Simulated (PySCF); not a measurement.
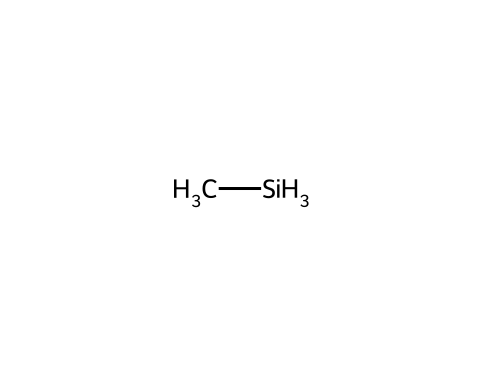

Source: calculation with PySCF.

2D structure.

**Write the SMILES.**

C[SiH3]

**What is the molecular formula?**

CH6Si.

**An optimisation with PBE0-D3(BJ)/def2-SVP gave a structure of which point group?**

C3v.
